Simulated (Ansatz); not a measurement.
One crystal and one scan (frozen-phonon scan) at two levels, PBE (plane waves to 420 eV, PAW, scalar-relativistic; Ansatz, a quantum-chemistry and plane-wave program) and r2SCAN (plane waves to 500 eV, PAW, scalar-relativistic; Ansatz), each from its own relaxed cell and on its own mesh. The cell shown is that of PBE.

InP (zinc blende)

```
InP
1.0
    0.00000     5.95953     5.95953
    2.97977     0.00000     2.97977
    2.97977     2.97977     0.00000
P In
2 2
Cartesian
  4.46965   4.46965   4.46965
  4.46965   7.44942   7.44942
  0.00000   0.00000   0.00000
  2.97977   5.95953   2.97977
```

A phonon eigenvector at L = (0.5, 0.0, 0.0) is frozen into this cell: atom i moves by Q times the vector below, so Q is the largest atomic displacement, in Å. The cell is held. It is one choice among 2 degenerate patterns. (q is in reciprocal vectors of the primitive cell; the cell shown is doubled to hold the pattern.)

| atom | x | y | z |
|---|---|---|---|
| P1 | -0.285 | 0.520 | -0.805 |
| P2 | 0.285 | -0.520 | 0.805 |
| In3 | -0.067 | 0.122 | -0.188 |
| In4 | 0.067 | -0.122 | 0.188 |

InP was relaxed with its symmetry unable to fall. Percentages come from the unrounded values.

```tsv
quantity	PBE	r2SCAN	PBE − r2SCAN
Lattice constant a (Å)	5.960	5.907	+0.053 (+0.9 %)
Harmonic wavenumber from the curvature (finite differences) (cm⁻¹ (negative: imaginary))	290	304	-14 (-4.4 %)
```

PBE gives the higher value for: lattice constant a. PBE gives the lower value for: harmonic wavenumber from the curvature. Both give the same shape of the curve: a single well with its minimum at or next to zero displacement. Neither level is exact: the differences show how much the result hangs on the functional.

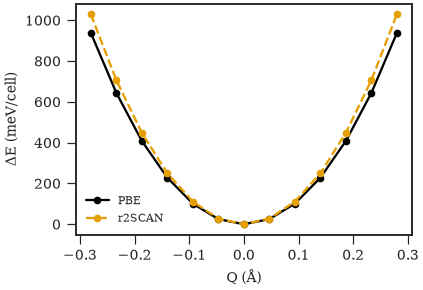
*ΔE, each from the undisplaced structure of its own level.*

(A displaced cell: forces are minus the slopes of the energy, force constants its curvatures, and phonons follow from these.)
